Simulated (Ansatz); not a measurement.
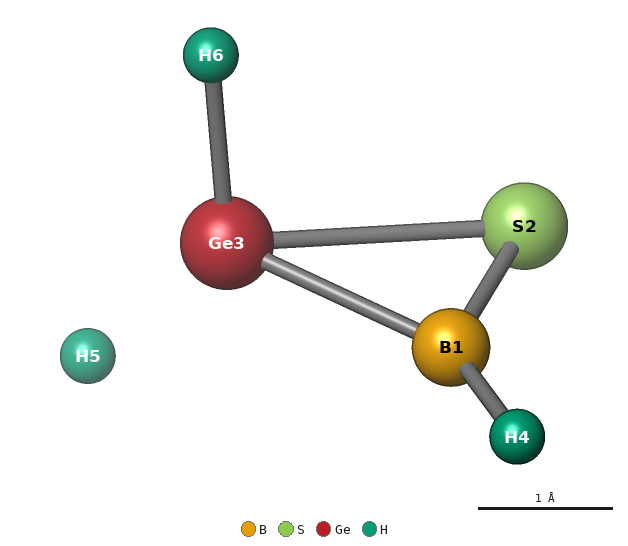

Simulated data, not a measurement (program: Ansatz).

Orthographic view. Atoms fade into the background with distance from the viewer. Geometry: moved along internal coordinates away from the minimum.

List all interatomic distances (Å) as a matrix.

```tsv
atom	B1	S2	Ge3	H4	H5	H6
B1	0.00					
S2	1.74	0.00				
Ge3	2.00	2.31	0.00			
H4	1.18	2.73	3.07	0.00		
H5	3.53	3.52	1.99	4.50	0.00	
H6	2.84	2.93	1.53	3.80	3.20	0.00
```
